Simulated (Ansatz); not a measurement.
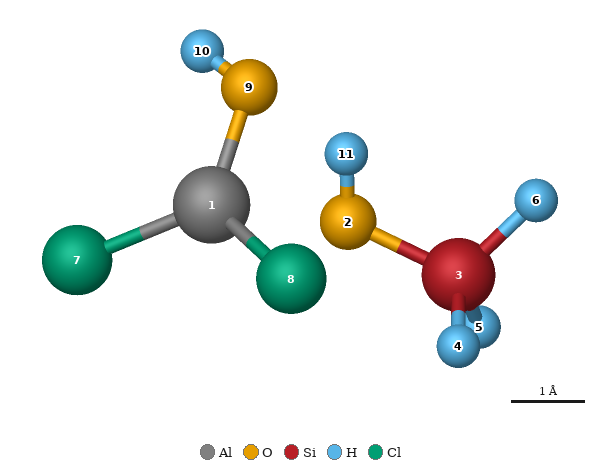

The starting structure (ball-and-stick view, seen at a tilt; atoms are numbered from 1 in the order of the input). Sticks mark near contacts. Bond lengths as drawn: Al–Cl 2.10 Å, Al–O 1.76 Å, H–O 0.98 to 0.99 Å, H–Si 1.50 Å and O–Si 1.70 Å.

## Geometry relaxation, with input and output: AlSiH5Cl2O2 (part 1 of 2)

- system: AlSiH5Cl2O2
- method: RKS PBE-D4/6-31G* (Ansatz 0.2.0)

It belongs to a series of runs on one base structure; here: end point B relaxed. Figures and captions count atoms from 1; the log counts them from 0 in places.

### The program's output
```
The last accepted step is kept in [file] (removed where the run ends without a failure and the disk answers)
Engine: ansatz 0.2.0, aarch64-unknown-linux-gnu
Functional definition: PBE
  parameter kappa = 0.804
  parameter beta = 0.06672455060314922
  exchange = pbe_x(kappa = kappa, mu = beta*pi^2/3)
  correlation = pbe_c(beta = beta)
1362 factors; their error is unknown
mean field evaluation 1: about -43666.1197 eV, gradient 7.7e1 eV
mean field evaluation 2: about -43594.6416 eV, gradient 1.9e2 eV
mean field evaluation 4: about -43676.1233 eV, gradient 1.7e1 eV
mean field evaluation 8: about -43676.7340 eV, gradient 1.1e-1 eV
mean field evaluation 16: about -43676.6685 eV, gradient 4.9e-4 eV
mean field -43676.66845088 eV, -1605.0879604608 hartree, gradient 6.4e-5 eV, S^2 0.000000; 0 other end points of the search recorded, 0 dependent functions left out
the calculation of the forces begins
reference -43676.66850187 eV, -1605.0879623346 hartree; 41, 41 occupied and 75, 75 virtual orbitals, 1362 factors
relax step   1: F+E_penalty+E_count = -43676.95052208 eV  Δ(F+E_penalty+E_count) = +0.000e0 eV  max|allowed force component| = 7.075e-1 eV/Å  Δτ_max = 0.0000 Å  (27 SCF iters, accepted)
these checks for a lower state are left out or cut short: starts, cluster_reference, orbital_swaps, neighbouring_geometries, increment
1362 factors; their error is unknown
mean field -43676.89588321 eV, -1605.0963184447 hartree, gradient 6.5e-6 eV, S^2 0.000000; 0 other end points of the search recorded, 0 dependent functions left out
[... from here on the field's lines of each further geometry are left out, up to the last ...]
relax step   2: F+E_penalty+E_count = -43677.19026359 eV  Δ(F+E_penalty+E_count) = -2.397e-1 eV  max|allowed force component| = 7.574e-1 eV/Å  Δτ_max = 0.1946 Å  (29 SCF iters, accepted)
relax step   3: F+E_penalty+E_count = -43677.48821679 eV  Δ(F+E_penalty+E_count) = -2.980e-1 eV  max|allowed force component| = 9.304e-1 eV/Å  Δτ_max = 0.1908 Å  (29 SCF iters, accepted)
relax step   4: F+E_penalty+E_count = -43677.61051613 eV  Δ(F+E_penalty+E_count) = -1.223e-1 eV  max|allowed force component| = 8.755e-1 eV/Å  Δτ_max = 0.1152 Å  (27 SCF iters, accepted)
relax step   5: F+E_penalty+E_count = -43677.63140815 eV  Δ(F+E_penalty+E_count) = -2.089e-2 eV  max|allowed force component| = 1.417e0 eV/Å  Δτ_max = 0.1947 Å  (29 SCF iters, accepted)
relax step   6: F+E_penalty+E_count = -43677.73308520 eV  Δ(F+E_penalty+E_count) = -1.017e-1 eV  max|allowed force component| = 4.023e-1 eV/Å  Δτ_max = 0.0795 Å  (28 SCF iters, accepted)
relax step   7: F+E_penalty+E_count = -43677.74174802 eV  Δ(F+E_penalty+E_count) = -8.663e-3 eV  max|allowed force component| = 2.219e-1 eV/Å  Δτ_max = 0.0354 Å  (27 SCF iters, accepted)
relax step   8: F+E_penalty+E_count = -43677.75634076 eV  Δ(F+E_penalty+E_count) = -1.459e-2 eV  max|allowed force component| = 1.587e-1 eV/Å  Δτ_max = 0.0876 Å  (28 SCF iters, accepted)
relax step   9: F+E_penalty+E_count = -43677.76251727 eV  Δ(F+E_penalty+E_count) = -6.177e-3 eV  max|allowed force component| = 4.622e-1 eV/Å  Δτ_max = 0.1951 Å  (27 SCF iters, accepted)
relax step  10: F+E_penalty+E_count = -43677.77339247 eV  Δ(F+E_penalty+E_count) = -1.088e-2 eV  max|allowed force component| = 1.985e-1 eV/Å  Δτ_max = 0.0346 Å  (28 SCF iters, accepted)
relax step  11: F+E_penalty+E_count = -43677.78231673 eV  Δ(F+E_penalty+E_count) = -8.924e-3 eV  max|allowed force component| = 1.116e-1 eV/Å  Δτ_max = 0.0822 Å  (27 SCF iters, accepted)
relax step  12: F+E_penalty+E_count = -43677.79202773 eV  Δ(F+E_penalty+E_count) = -9.711e-3 eV  max|allowed force component| = 1.576e-1 eV/Å  Δτ_max = 0.1951 Å  (28 SCF iters, accepted)
relax step  13: F+E_penalty+E_count = -43677.79784376 eV  Δ(F+E_penalty+E_count) = -5.816e-3 eV  max|allowed force component| = 2.830e-1 eV/Å  Δτ_max = 0.1584 Å  (28 SCF iters, accepted)
relax step  14: F+E_penalty+E_count = -43677.80353594 eV  Δ(F+E_penalty+E_count) = -5.692e-3 eV  max|allowed force component| = 1.421e-1 eV/Å  Δτ_max = 0.0189 Å  (29 SCF iters, accepted)
relax step  15: F+E_penalty+E_count = -43677.80662989 eV  Δ(F+E_penalty+E_count) = -3.094e-3 eV  max|allowed force component| = 6.496e-2 eV/Å  Δτ_max = 0.0713 Å  (26 SCF iters, accepted)
relax step  16: F+E_penalty+E_count = -43677.80353831 eV  Δ(F+E_penalty+E_count) = +3.092e-3 eV  max|allowed force component| = 2.587e-1 eV/Å  Δτ_max = 0.0700 Å  (26 SCF iters, rejected (line search))
relax step  17: F+E_penalty+E_count = -43677.80870421 eV  Δ(F+E_penalty+E_count) = -2.074e-3 eV  max|allowed force component| = 1.926e-2 eV/Å  Δτ_max = 0.0343 Å  (27 SCF iters, accepted)
relax step  18: F+E_penalty+E_count = -43677.81008717 eV  Δ(F+E_penalty+E_count) = -1.383e-3 eV  max|allowed force component| = 3.556e-2 eV/Å  Δτ_max = 0.0844 Å  (27 SCF iters, accepted)
the calculation of the forces begins
reference -43677.48611396 eV, -1605.1180090247 hartree; 41, 41 occupied and 75, 75 virtual orbitals, 1362 factors
relax step  19: F+E_penalty+E_count = -43677.81036001 eV  Δ(F+E_penalty+E_count) = -2.728e-4 eV  max|allowed force component| = 1.786e-2 eV/Å  Δτ_max = 0.0163 Å  (28 SCF iters, accepted)
1362 factors; their error is unknown
mean field evaluation 160: about -43677.4861 eV, gradient 1.9e-3 eV
```

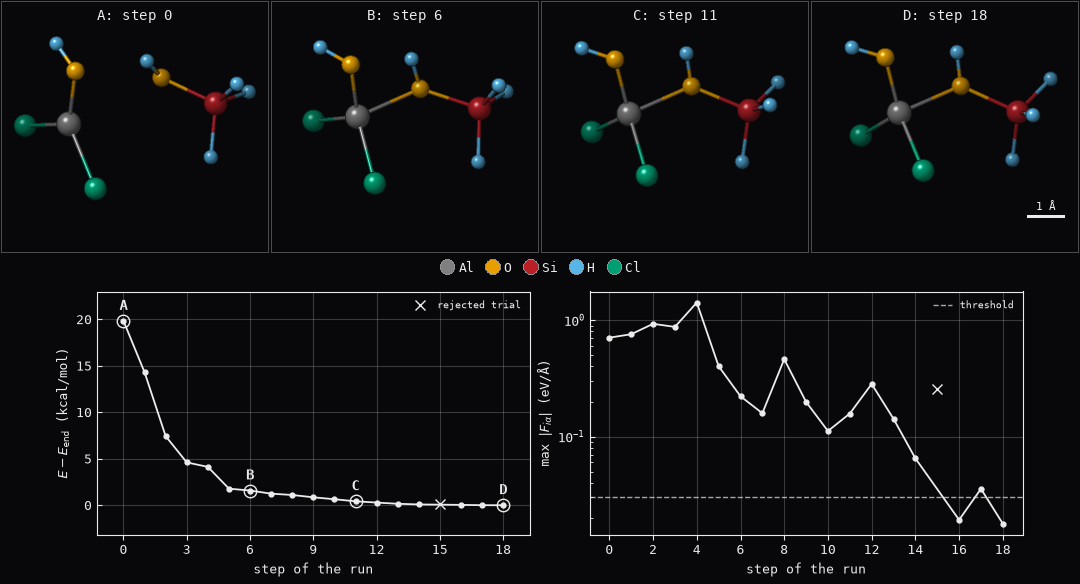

Frames of the relaxation (ball-and-stick view, seen at a tilt) above the curves, on which the letters mark them (the first geometry is step 0 here and step 1 in the log).

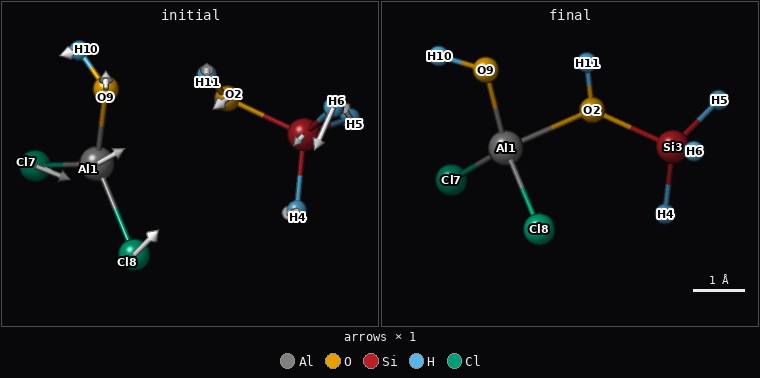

Before (left) and after (right) the relaxation, at one scale (ball-and-stick view, seen at a tilt). The white arrows give the displacements, at true length. The largest move after the best rigid fit is that of H6, 0.96 Å. Largest moves by element: H 0.96 Å, Cl 0.84 Å, Al 0.64 Å, O 0.44 Å, Si 0.32 Å. Among the contacts that change: Al1–O2 2.965 → 1.945 Å, O2–Si3 1.698 → 1.746 Å, Al1–Cl8 2.098 → 2.142 Å, Al1–Cl7 2.104 → 2.130 Å. New bonds form: Al1–O2 (2.96 → 1.95 Å). Among the angles that change: O2–Si3–H4 110.5° → 104.0°, Al1–O9–H10 114.3° → 120.2°, Cl7–Al1–Cl8 119.9° → 114.3°. After 18 geometry steps the energy has fallen by 19.8 kcal/mol. Largest force component: 0.71 eV/Å at the start, 0.018 eV/Å at the end. The line search rejected the trial step at point 15 (counted from 0) and went back. (Atoms are counted from 1 in the order of the input.)

```
mean field -43677.48606375 eV, -1605.1180071794 hartree, gradient 1.8e-5 eV, S^2 0.000000; 1 other end points of the search recorded, 0 dependent functions left out
the calculation of the forces begins
reference -43677.48611396 eV, -1605.1180090247 hartree; 41, 41 occupied and 75, 75 virtual orbitals, 1362 factors
Total energy: -43677.81041023 eV, -1605.1299266926 hartree
Atom 0 at    -0.054623     0.638965     0.232353 Å, force     0.009737     0.003618    -0.005668 eV/Å
Atom 1 at    -0.134627     0.170940     2.118937 Å, force    -0.016816    -0.011519     0.017860 eV/Å
Atom 2 at    -1.424128    -0.642082     2.969296 Å, force     0.016340     0.015065    -0.004238 eV/Å
Atom 3 at    -1.636725    -1.888916     2.191355 Å, force    -0.001843    -0.004542     0.005369 eV/Å
Atom 4 at    -0.882215    -0.904721     4.337868 Å, force     0.000019    -0.003937    -0.007439 eV/Å
Atom 5 at    -2.631835     0.228804     3.038783 Å, force     0.001142     0.001392    -0.002619 eV/Å
Atom 6 at     1.292600    -0.703065    -0.728048 Å, force    -0.009690     0.005297     0.004094 eV/Å
Atom 7 at    -2.104296     0.389411    -0.335662 Å, force    -0.005272    -0.008036    -0.009006 eV/Å
Atom 8 at     0.510389     2.221739     0.686461 Å, force     0.016569     0.013680    -0.002562 eV/Å
Atom 9 at     1.067442     2.735950     0.077377 Å, force    -0.012287    -0.010420     0.008045 eV/Å
Atom 10 at     0.239022     0.989675     2.523683 Å, force     0.002102    -0.000598    -0.003835 eV/Å
Dipole moment:    -0.001116     0.157770     0.981261 e Å
```

### Trajectory as extended XYZ (Å, eV, eV/Å), 10 of the 19 frames kept, from step=1 to step=19
```
11
Properties=species:S:1:pos:R:3:forces:R:3 step=1 energy=-43676.95052
Al    0.0903    0.6135   -0.3923    0.0094   0.4166   0.7075
O    -0.0499    0.0916    2.5228   -0.0855   0.5787  -0.5515
Si   -1.4336   -0.5520    3.2675   -0.0096  -0.0737  -0.0179
H    -2.2423   -1.3411    2.2813   -0.0088   0.0127   0.0279
H    -0.9770   -1.4576    4.3673    0.0027  -0.0134   0.0020
H    -2.2909    0.5401    3.8452    0.0473   0.0087  -0.0360
Cl    1.8368   -0.3124   -1.1143   -0.0014   0.0218   0.0229
Cl   -1.7923   -0.1139   -0.9657    0.0231   0.0291   0.0638
O     0.1580    2.1606    0.4451   -0.0379  -0.6071  -0.2041
H     1.0549    2.5422    0.5141    0.0013   0.0050  -0.0063
H    -0.1133    1.0658    2.3414    0.0595  -0.3783  -0.0083
11
Properties=species:S:1:pos:R:3:forces:R:3 step=3 energy=-43677.48822
Al    0.0487    0.5303   -0.0336   -0.0570  -0.0360   0.8681
O    -0.1233    0.1106    2.1843    0.1913   0.4559  -0.9304
Si   -1.4044   -0.5483    3.1048   -0.5091  -0.3724   0.2364
H    -2.2834   -1.3525    2.2005    0.0759   0.0340   0.0428
H    -0.8543   -1.4255    4.1895    0.0908   0.0792  -0.0922
H    -2.1917    0.5664    3.7344    0.1221   0.0124  -0.0988
Cl    1.7778   -0.3644   -0.8459    0.0819  -0.0649   0.0251
Cl   -1.8365   -0.1426   -0.6763   -0.1543  -0.0330  -0.1014
O     0.1566    2.1794    0.5536    0.2013  -0.0482   0.0660
H     1.0510    2.5757    0.5006   -0.1879  -0.0158  -0.0448
H    -0.0995    1.1077    2.2005    0.1450  -0.0113   0.0294
11
Properties=species:S:1:pos:R:3:forces:R:3 step=5 energy=-43677.63141
Al   -0.0135    0.4847    0.2321    0.0960   0.6247  -1.4170
O    -0.1582    0.1280    2.0318    0.0872   0.2390   1.1046
Si   -1.4059   -0.5636    3.0154   -0.4932  -0.3388   0.3365
H    -2.2753   -1.3759    2.1252    0.0623  -0.0015  -0.0183
H    -0.7784   -1.4104    4.0759    0.0989   0.0882  -0.0630
H    -2.1508    0.5778    3.6321    0.0780   0.0078  -0.0514
Cl    1.7047   -0.4334   -0.6229    0.0444  -0.0555   0.0560
Cl   -1.8787   -0.1237   -0.6014   -0.0251   0.0192  -0.0205
O     0.1633    2.2115    0.6496    0.5760  -0.2156  -0.0852
H     1.0057    2.6367    0.3520   -0.6041  -0.2697   0.1634
H     0.0282    1.1050    2.2225    0.0797  -0.0979  -0.0052
```
